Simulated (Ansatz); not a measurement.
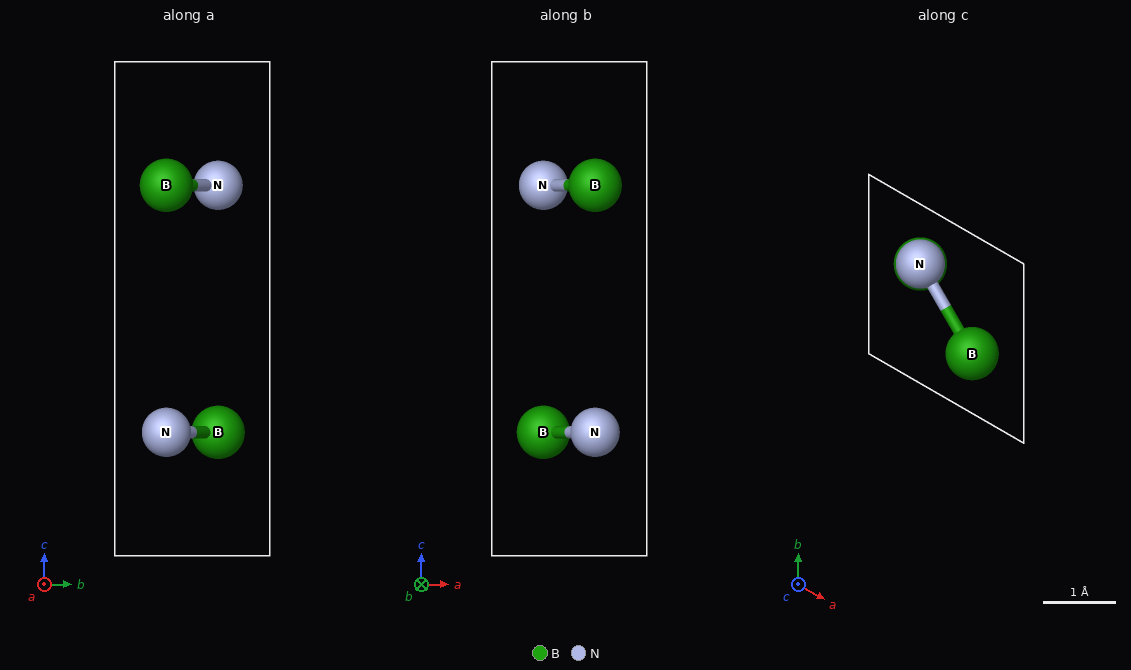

Structure drawing (ball-and-stick), viewed along the a axis, along the b axis and along the c axis. The edges of the conventional unit cell are marked.

Lattice parameters: a = 2.501 Å, b = 2.501 Å, c = 6.893 Å, α = 90.00°, β = 90.00°, γ = 120.00°. Put a along x and b in the xy plane.

Q: From the views, write a POSCAR file.

A:
```
B N
1.0
     2.501    0.000    0.000
    -1.250    2.166    0.000
     0.000    0.000    6.893
B N
2 2
Direct
  0.3333 0.6667 0.2500
  0.6667 0.3333 0.7500
  0.6667 0.3333 0.2500
  0.3333 0.6667 0.7500
```

The starting point was a structure type filled with these elements by a generator (whether the compound takes this form wasn't checked). This is the structure after a relaxation with DFT, r2SCAN, plane waves, PAW in Ansatz 0.2.0.
